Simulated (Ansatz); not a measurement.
# CHClNSi (SMILES N#C[SiH]Cl): UBLYP/def2-SVPD

What is the energy change on altering one bond length of CHClNSi at UBLYP/def2-SVPD? 

The results are computed with Ansatz 0.2.0.

68 further runs of the same task are left out: 68 set aside as unsound or not needed. Runs told in other sessions of the task aren't counted.

### 1 The system as given

CHClNSi: 5 atoms, total charge 0, spin state doublet. As SMILES, `N#C[SiH]Cl`. Geometry: relaxed at PBE0-D4/def2-TZVP.

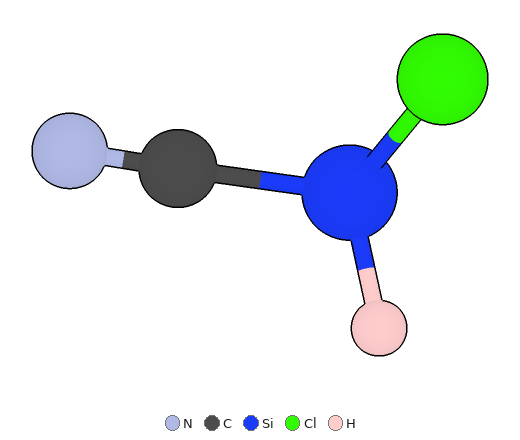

Viewed from a chosen angle; nitrogen light blue, carbon dark grey, silicon blue, chlorine green, hydrogen pink.

### 2 The energy at UBLYP/def2-SVPD

File run.yaml:

```yaml
crystal:
  periodic: [false, false, false]
  atoms:
    - symbol: "N"
      position_ang: [-1.370200, 0.130500, -1.827500]
    - symbol: C
      position_ang: [-0.756100, 0.007500, -0.858000]
    - symbol: Si
      position_ang: [0.105400, -0.310100, 0.730000]
    - symbol: Cl
      position_ang: [2.040100, -0.810700, 0.347000]
    - symbol: H
      position_ang: [0.030700, 0.909000, 1.567100]
basis:
  gaussian:
    orbitals: def2-SVPD
output: {orbitals: {seedname: orbitals}}
accuracy: high
hamiltonian:
  xc: {name: BLYP}
magnetization:
  spin_polarized: true
  initial_magnetization: 1
```

On the command line:

```
ansatz run run.yaml --threads 1 --pin off --max-ram 2610MiB --events-out events.jsonl --progress --plain --runs-dir runs
```

The program printed:

```text
Warning: RAYON_NUM_THREADS=1 ignored (pool sized by the plan → 1); use --threads N
Functional definition: BLYP
  name "BLYP"
  parameter beta = 0.0042
  parameter a = 0.04918
  parameter b = 0.132
  parameter c = 0.2533
  parameter d = 0.349
  exchange = b88_x(beta = beta)
  correlation = lyp_c(a = a, b = b, c = c, d = d)
1886 factors; integrals over basis functions are off by at most 3.8e-9 eV
mean field evaluation 1: about -22926.5511 eV, gradient 3.7e1 eV
mean field evaluation 2: about -22799.3081 eV, gradient 1.2e2 eV
mean field evaluation 4: about -22931.7739 eV, gradient 2.4e1 eV
mean field evaluation 8: about -22934.1835 eV, gradient 1.2e-1 eV
mean field evaluation 16: about -22934.1782 eV, gradient 2.5e-4 eV
mean field -22934.17824230 eV, -842.8155050601 hartree, gradient 1.5e-8 eV, S^2 0.751860; 0 other end points of the search recorded, 0 dependent functions left out
reference -22934.17829187 eV, -842.8155068820 hartree; 23, 22 occupied and 76, 77 virtual orbitals, 1886 factors
Total energy: -22934.17829187 eV, -842.8155068820 hartree
```

It took 8.7 s on 1 thread of Arm Neoverse V2, shared host; peak memory 0.29 GiB.

### 3 The distorted shape, same level

File run.yaml:

```yaml
basis:
  gaussian: {orbitals: def2-SVPD}
crystal:
  periodic: [false, false, false]
  atoms:
    - {symbol: "N", position_ang: [-2.059396, 0.384579, -3.097893]}
    - {symbol: C, position_ang: [-1.445296, 0.261579, -2.128393]}
    - {symbol: Si, position_ang: [0.105400, -0.310100, 0.730000]}
    - {symbol: Cl, position_ang: [2.040100, -0.810700, 0.347000]}
    - {symbol: H, position_ang: [0.030700, 0.909000, 1.567100]}
magnetization: {spin_polarized: true, initial_magnetization: 1}
hamiltonian: {xc: {name: BLYP}}
accuracy: high
output: {orbitals: {seedname: orbitals}}
```

On the command line:

```
ansatz run run.yaml --threads 1 --pin off --max-ram 2610MiB --events-out events.jsonl --progress --plain --runs-dir runs
```

The program printed (excerpt; [...] marks lines left out):

```text
Warning: RAYON_NUM_THREADS=1 ignored (pool sized by the plan → 1); use --threads N
[... 9 set-up lines as earlier in the session ...]
1883 factors; integrals over basis functions are off by at most 4.0e-9 eV
mean field evaluation 1: about -22921.8415 eV, gradient 3.8e1 eV
mean field evaluation 2: about -22624.9241 eV, gradient 1.3e2 eV
mean field evaluation 4: about -22896.3778 eV, gradient 4.9e1 eV
mean field evaluation 8: about -22931.1812 eV, gradient 1.4e0 eV
mean field evaluation 16: about -22931.1984 eV, gradient 1.5e-3 eV
mean field evaluation 32: about -22926.9899 eV, gradient 1.5e1 eV
mean field -22931.19839736 eV, -842.7059977786 hartree, gradient 7.7e-8 eV, S^2 0.773161; 3 other end points of the search recorded, 0 dependent functions left out
reference -22931.19845180 eV, -842.7059997791 hartree; 23, 22 occupied and 76, 77 virtual orbitals, 1883 factors
Total energy: -22931.19845180 eV, -842.7059997791 hartree
```

Wall time 10 s (1 thread of Arm Neoverse V2, shared host); peak memory 0.29 GiB.

### 4 Outcome

Level: UBLYP/def2-SVPD.

| quantity | value |
| --- | --- |
| first shape: total energy | -842.81551 Eh |
| first shape: HOMO energy (highest over α and β) | -5.98 eV |
| first shape: LUMO energy (lowest over α and β) | -4.64 eV |
| first shape: ⟨S²⟩ | 0.752 |
| distorted shape: total energy | -842.70600 Eh |
| distorted shape: HOMO energy (highest over α and β) | -6.87 eV |
| distorted shape: LUMO energy (lowest over α and β) | -5.97 eV |
| distorted shape: ⟨S²⟩ | 0.773 |
| energy change with the C2–Si3 bond stretched from 1.834 to 3.302 Å | 2.980 eV |

With the C2–Si3 bond stretched from 1.834 to 3.302 Å the energy rises by 2.98 eV (69 kcal/mol). The first shape isn't relaxed at this level, so the change isn't measured from a minimum.
